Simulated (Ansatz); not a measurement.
## SnSe, response to strain

Base system: SnSe in the GeS type structure (space group Pnma, No. 62; a = 11.5358 Å, b = 4.1209 Å, c = 4.5782 Å; layered, stacked along the Cartesian x axis). Axes: x, y, z lie along a, b, c of the conventional cell.

Strains are applied to the cell and any free atomic positions relax; under biaxial strain the out-of-plane vector relaxes too.

Calculations: DFT with r2SCAN+rVV10, PAW potentials and a 500 eV plane-wave cutoff in Ansatz (a quantum-chemistry and plane-wave program), no spin-orbit coupling.

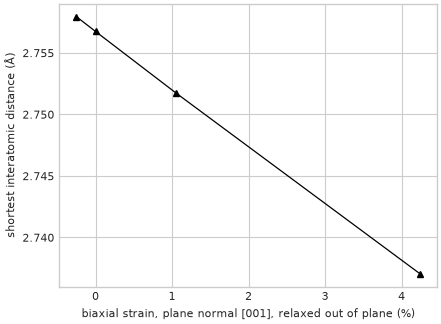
Shortest interatomic distance against biaxial strain, plane normal [001], relaxed out of plane

Question: From the plot, what is the shortest interatomic distance for biaxial strain +1.05 %, plane normal [001], relaxed out of plane?

Answer: About 2.752 Å.

Question: Is the trend monotonic over the range shown?

Answer: Yes, it falls throughout, spanning 2.737 Å to 2.758 Å.

Stability against distortions was not tested.
